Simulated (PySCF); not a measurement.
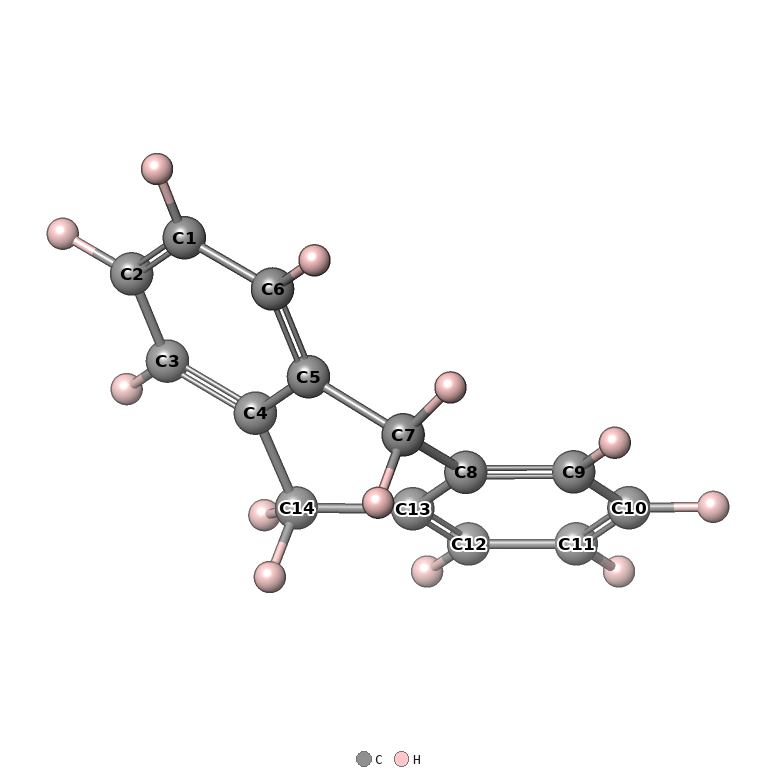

Depth is shown by fading: the farther an atom, the more it takes the colour of the background. Computed geometry: PBE0-D3(BJ)/def2-SVP optimisation. No frequency run is at hand to confirm it as a minimum.

Q: How is the 6-membered ring C8–C9–C10–C11–C12–C13 puckered?

A: It is planar. The Cremer–Pople amplitude Q is 0.00 Å.

Q: Give the torsion angles round the ring, beginning with the bond from its second to its third atom.

A: 0°, 0°, 0°, 0°, 0°, 0°.
